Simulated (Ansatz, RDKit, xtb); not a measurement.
**C2H8Si2: ranking a sample of isomers**

Which of a sample of isomers of C2H8Si2 is the most stable in the gas at 298.15 K, and what are its properties? The sample is small against all isomers, and the most stable one of this formula need not be in it.

Plan: many cheap relaxations first (GFN2-xTB), then density-functional screening, relaxation at B3LYP/def2-SVP, vibrations and a final energy. The numbers are computed, not measured.

**1. Drawing up candidates**

Isomers were taken from a list of plausible structures; this is a sample, not all of them. That gives 3 candidates.

```csv
label,SMILES,spin
c424,[SiH3]/C=C/[SiH3],singlet
c540,[SiH3]/C=C\[SiH3],singlet
c683,C=C([SiH3])[SiH3],singlet
```

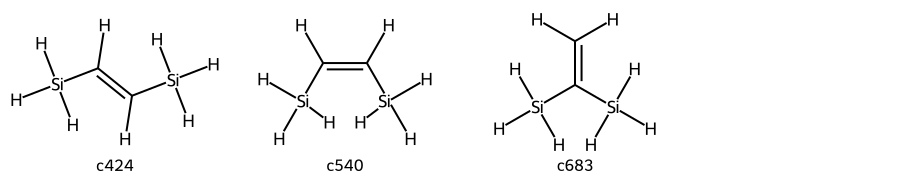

Structural formulas of the candidates.

Candidates are built by distance geometry, with a force field where one applies, in up to four conformers (letters a to d).

**2. Cheap relaxation of all starts**

All 3 starts are relaxed the same way. One of them, c540a (taken from a list of positional isomers, embedded by distance geometry and MMFF94), in full:

File start.xyz:

```xyz
12
c540a
C      0.153211    -0.051065    -0.323634
C      0.639046     0.563763     0.775101
Si    -1.038878     0.645474    -1.611009
Si     0.539665     2.316737     1.332633
H     -0.251000     1.597778    -2.467820
H     -1.490456    -0.496345    -2.432327
H     -2.187900     1.311516    -0.960972
H      0.359211    -1.086104    -0.447585
H      1.295098    -0.034523     1.401552
H      1.497923     2.572208     2.427034
H      0.807807     3.284907     0.234830
H     -0.868762     2.587099     1.816195
```

Started as:

```bash
$ xtb start.xyz --gfn 2 --opt
```

The log of the run, cut to the lines that bear on the results:

```text
* xtb version 6.7.1
[...]
          :  # basis functions                  36          :
[...]
          :  # electrons                        24          :
[...]
          :  Hamiltonian                  GFN2-xTB          :
[...]
          :  net charge                          0          :
          :  unpaired electrons                  0          :
[...]
   *** convergence criteria satisfied after 12 iterations ***
[...]
   *** GEOMETRY OPTIMIZATION CONVERGED AFTER 9 ITERATIONS ***
[...]
   *** convergence criteria satisfied after 3 iterations ***
[...]
         ::                     SUMMARY                     ::
         :::::::::::::::::::::::::::::::::::::::::::::::::::::
         :: total energy             -11.768546921329 Eh    ::
         :: gradient norm              0.000456724408 Eh/a0 ::
         :: HOMO-LUMO gap              3.597025235172 eV    ::
         ::.................................................::
         :: SCC energy               -11.932774560614 Eh    ::
         :: -> isotropic ES            0.022369514211 Eh    ::
         :: -> anisotropic ES          0.005613806243 Eh    ::
         :: -> anisotropic XC          0.009931822550 Eh    ::
         :: -> dispersion             -0.008315148068 Eh    ::
         :: repulsion energy           0.164227639285 Eh    ::
         :: add. restraining           0.000000000000 Eh    ::
         :: total charge               0.000000000000 e     ::
         :::::::::::::::::::::::::::::::::::::::::::::::::::::
[...]
        12        2.0000           -0.3810502             -10.3689 (HOMO)
        13                         -0.2488620              -6.7719 (LUMO)
[...]
     #   Z          covCN         q      C6AA      α(0)
     1   6 C        2.795    -0.136    31.473     9.190
     2   6 C        2.795    -0.136    31.472     9.190
     3  14 Si       3.644     0.438    99.105    19.090
     4  14 Si       3.644     0.438    99.105    19.090
     5   1 H        0.918    -0.104     5.705     3.736
     6   1 H        0.917    -0.107     5.835     3.778
     7   1 H        0.918    -0.105     5.751     3.751
     8   1 H        0.925     0.015     2.815     2.624
     9   1 H        0.925     0.015     2.816     2.624
    10   1 H        0.917    -0.107     5.834     3.778
    11   1 H        0.918    -0.105     5.753     3.751
    12   1 H        0.918    -0.104     5.707     3.736
[...]
     #   Z sym  total        # sym  WBO       # sym  WBO       # sym  WBO
 ---------------------------------------------------------------------------
     1   6 C    3.968 --     2 C    1.964     8 H    0.974     3 Si   0.919
     2   6 C    3.968 --     1 C    1.964     9 H    0.974     4 Si   0.919
     3  14 Si   3.651 --     1 C    0.919     6 H    0.897     7 H    0.895
                             5 H    0.894
     4  14 Si   3.652 --     2 C    0.919    10 H    0.897    11 H    0.895
                            12 H    0.894
     5   1 H    0.989 --     3 Si   0.894
     6   1 H    0.988 --     3 Si   0.897
     7   1 H    0.989 --     3 Si   0.895
     8   1 H    1.000 --     1 C    0.974
     9   1 H    1.000 --     2 C    0.974
    10   1 H    0.988 --     4 Si   0.897
    11   1 H    0.989 --     4 Si   0.895
[...]
molecular dipole:
                 x           y           z       tot (Debye)
 q only:       -0.087       0.165      -0.050
   full:        0.057      -0.105       0.031       0.313
molecular quadrupole (traceless):
[...]
          | TOTAL ENERGY              -11.768546921329 Eh   |
          | GRADIENT NORM               0.000456724408 Eh/α |
          | HOMO-LUMO GAP               3.597025235172 eV   |
           -------------------------------------------------
[...]
```

It took 0.14 s on 2 threads of Intel Xeon at 2.50GHz (Skylake/Cascade Lake), shared host.

**3. Distinct minima at GFN2-xTB**

3 of the 3 relaxations converged. 3 distinct structures remain:

```csv
label,start,SMILES after,spin,energy (kcal/mol)
c424a,drawn,[SiH3]/C=C/[SiH3],singlet,0.0
c683a,drawn,C=C([SiH3])[SiH3],singlet,1.0
c540a,drawn,[SiH3]/C=C\[SiH3],singlet,1.3
```

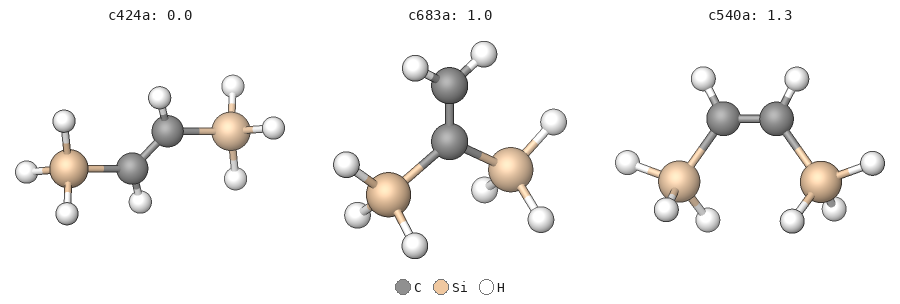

The 3 lowest minima that did not fall apart, with their GFN2-xTB energies in kcal/mol.

**4. Screening with a density functional**

A choice of the minima (the low ones first, few conformers of a pattern, up to a cap) and the lowest that fell apart get a single point at r2SCAN-D4/def2-SVP on the tight-binding geometry, and one at HF/STO-3G for comparison. The lowest singlets are also tried as triplets at the same geometry (label ending in t). The first, c424a:

File input.yaml:

```yaml
crystal:
  periodic: [false, false, false]
  atoms:
    - {symbol: C, position_ang: [0.209390, 0.708482, -0.506063]}
    - {symbol: C, position_ang: [-0.265577, 1.496914, 0.456941]}
    - {symbol: Si, position_ang: [-0.793511, -0.041250, -1.911448]}
    - {symbol: Si, position_ang: [0.741171, 2.245955, 1.859136]}
    - {symbol: H, position_ang: [-0.243637, 0.418801, -3.190227]}
    - {symbol: H, position_ang: [-0.697292, -1.502631, -1.842973]}
    - {symbol: H, position_ang: [-2.193167, 0.372017, -1.792635]}
    - {symbol: H, position_ang: [1.268837, 0.472148, -0.488305]}
    - {symbol: H, position_ang: [-1.324794, 1.735134, 0.439169]}
    - {symbol: H, position_ang: [2.140018, 1.832572, 1.733658]}
    - {symbol: H, position_ang: [0.644804, 3.707615, 1.791999]}
    - {symbol: H, position_ang: [0.197290, 1.785828, 3.140643]}
basis:
  gaussian: {orbitals: def2-SVP}
scf: {lower_state_search: "off"}
output: {orbitals: {seedname: orbitals}}
hamiltonian: {xc: r2scan, dispersion: d4}
```

Started as:

```bash
$ ansatz run input.yaml --threads 2 --pin off --max-ram 5220MiB --events-out events.jsonl --progress --plain --runs-dir runs
```

The log of the run, cut to the lines that bear on the results:

```text
Warning: RAYON_NUM_THREADS=2 ignored (pool sized by the plan → 2); use --threads N
Functional definition: r2SCAN
  name "r2SCAN"
[...]
1172 factors; their error is unknown
[...]
mean field -17949.11136346 eV, -659.6176762624 hartree, gradient 2.9e-6 eV, S^2 0.000000; 0 other end points of the search recorded, 0 dependent functions left out
reference -17949.11137535 eV, -659.6176766996 hartree; 24, 24 occupied and 80, 80 virtual orbitals, 1172 factors
Total energy: -17949.17401137 eV, -659.6199785308 hartree
Checks for a lower state left out: stability, starts, cluster_reference, orbital_swaps, neighbouring_geometries, increment
```

Run time: 2.3 s. Hardware: 2 threads of Intel Xeon at 2.50GHz (Skylake/Cascade Lake), shared host; peak memory 0.14 GiB.

Relative energies in kcal/mol, each column from its lowest structure that stays in one piece:

```csv
label,SMILES,spin,GFN2-xTB,HF/STO-3G,r2SCAN-D4/def2-SVP
c683a,C=C([SiH3])[SiH3],singlet,1.0,1.6,0.0
c424a,[SiH3]/C=C/[SiH3],singlet,0.0,0.0,1.0
c540a,[SiH3]/C=C\[SiH3],singlet,1.3,2.8,3.7
c424at,[SiH3]/C=C/[SiH3],triplet,–,–,92.3
c683at,C=C([SiH3])[SiH3],triplet,–,–,93.1
```

**5. Relaxing the best candidates**

3 candidates are relaxed at B3LYP/def2-SVP (chosen among the lowest in one piece). The first, c683a:

File input.yaml:

```yaml
basis:
  gaussian: {orbitals: def2-SVP}
crystal:
  periodic: [false, false, false]
  atoms:
    - {symbol: C, position_ang: [-1.007005, 1.017707, -1.383911]}
    - {symbol: C, position_ang: [-0.235513, 1.088862, -0.302782]}
    - {symbol: Si, position_ang: [0.628212, -0.450550, 0.372507]}
    - {symbol: Si, position_ang: [0.021822, 2.732005, 0.594819]}
    - {symbol: H, position_ang: [-1.174586, 0.092921, -1.918561]}
    - {symbol: H, position_ang: [-1.514208, 1.880262, -1.793633]}
    - {symbol: H, position_ang: [2.076672, -0.227410, 0.370749]}
    - {symbol: H, position_ang: [0.175906, -0.690676, 1.745650]}
    - {symbol: H, position_ang: [0.306816, -1.610431, -0.462778]}
    - {symbol: H, position_ang: [1.452367, 3.049683, 0.614816]}
    - {symbol: H, position_ang: [-0.710243, 3.797399, -0.094487]}
    - {symbol: H, position_ang: [-0.467745, 2.608932, 1.970609]}
hamiltonian: {xc: {name: B3LYP}}
scf: {lower_state_search: "off"}
relax: {f_tol: 0.003}
```

Started as:

```bash
$ ansatz run input.yaml --threads 2 --pin off --max-ram 5220MiB --events-out events.jsonl --progress --plain --runs-dir runs
```

The log of the run, cut to the lines that bear on the results:

```text
Warning: RAYON_NUM_THREADS=2 ignored (pool sized by the plan → 2); use --threads N
[...]
Functional definition: B3LYP
  name "B3LYP"
[...]
1113 factors; integrals over basis functions are off by at most 6.5e-4 eV
[...]
mean field -17953.38696288 eV, -659.7748016431 hartree, gradient 2.8e-6 eV, S^2 0.000000; 0 other end points of the search recorded, 0 dependent functions left out
[...]
reference -17953.38725118 eV, -659.7748122378 hartree; 24, 24 occupied and 80, 80 virtual orbitals, 1113 factors
relax step   1: F+E_penalty+E_count = -17953.38696288 eV  Δ(F+E_penalty+E_count) = +0.000e0 eV  max|allowed force component| = 8.667e-1 eV/Å  Δτ_max = 0.0000 Å  (13 SCF iters, accepted)
[...]
relax step   6: F+E_penalty+E_count = -17953.46047010 eV  Δ(F+E_penalty+E_count) = -2.653e-5 eV  max|allowed force component| = 3.328e-3 eV/Å  Δτ_max = 0.0037 Å  (12 SCF iters, accepted)
[...]
Atom 3 at     0.012006     2.748513     0.589551 Å, force    -0.000141     0.000035    -0.000169 eV/Å
Atom 4 at    -1.164120     0.079648    -1.921674 Å, force     0.000084    -0.000124    -0.000031 eV/Å
Atom 5 at    -1.509085     1.896282    -1.795609 Å, force     0.000003     0.000135    -0.000045 eV/Å
Atom 6 at     2.107867    -0.298300     0.378559 Å, force    -0.000060    -0.000049     0.000065 eV/Å
Atom 7 at     0.194686    -0.757101     1.767191 Å, force    -0.000041     0.000016    -0.000004 eV/Å
Atom 8 at     0.268154    -1.626277    -0.506854 Å, force     0.000035     0.000008     0.000029 eV/Å
Atom 9 at     1.456167     3.129063     0.623430 Å, force    -0.000040     0.000088    -0.000121 eV/Å
Atom 10 at    -0.758677     3.803159    -0.133113 Å, force    -0.000101    -0.000052     0.000111 eV/Å
Atom 11 at    -0.463567     2.672170     2.003622 Å, force     0.000164    -0.000018     0.000047 eV/Å
Dipole moment:    -0.097787    -0.008985    -0.138104 e Å
Checks for a lower state left out: stability, starts, cluster_reference, orbital_swaps, neighbouring_geometries, increment
```

Wall time 26 s (2 threads of Intel Xeon at 2.50GHz (Skylake/Cascade Lake), shared host); peak memory 0.21 GiB.

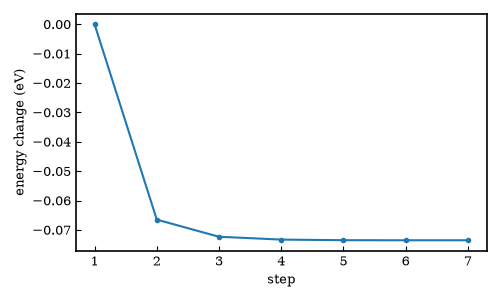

Energy along the run, all evaluated steps.

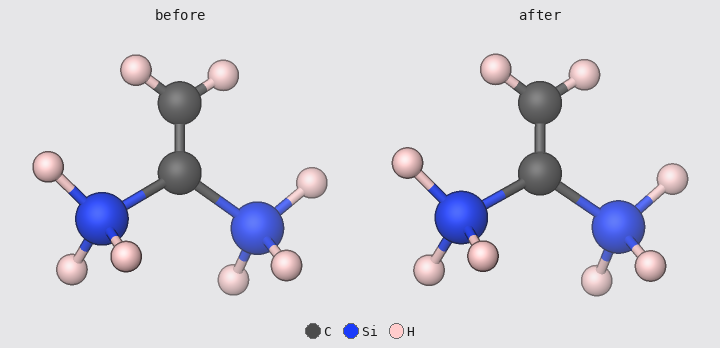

Before and after, at one scale.

After the run. Bond lengths: C1–C2 1.348 Å, C2–Si3 1.886 Å, C2–Si4 1.886 Å, C1–H5 1.098 Å, C1–H6 1.098 Å, Si3–H7 1.494 Å, Si3–H8 1.494 Å, Si3–H9 1.493 Å, Si4–H10 1.494 Å, Si4–H11 1.493 Å, Si4–H12 1.494 Å. Some angles: C1–C2–Si3 119.5°, C1–C2–Si4 119.5°, Si3–C2–Si4 121.0°, C2–C1–H5 122.5°, C2–C1–H6 122.5°, C2–Si3–H7 110.6°, C2–Si3–H8 110.6°, C2–Si3–H9 109.6°, C2–Si4–H10 110.6°, C2–Si4–H11 109.6°.

**6. The relaxed candidates**

```csv
label,spin,r2SCAN-D4/def2-SVP (kcal/mol),"B3LYP/def2-SVP, relaxed (kcal/mol)",time
c683a,singlet,0.0,0.0,26 s
c424a,singlet,1.0,0.1,25 s
c540a,singlet,3.7,2.8,2.5 min
```

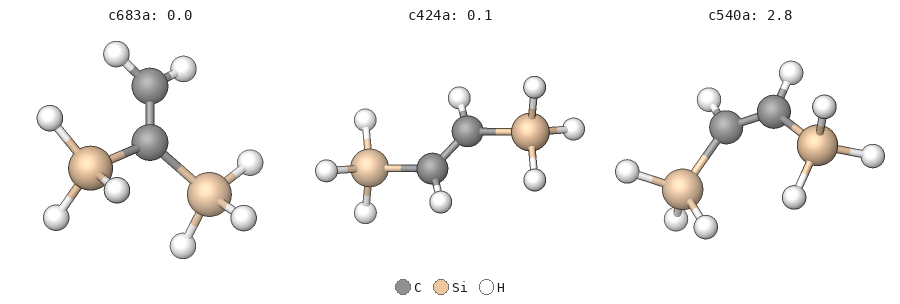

The relaxed structures, with energies at B3LYP/def2-SVP in kcal/mol.

(Part 1 of 2 ends here.)
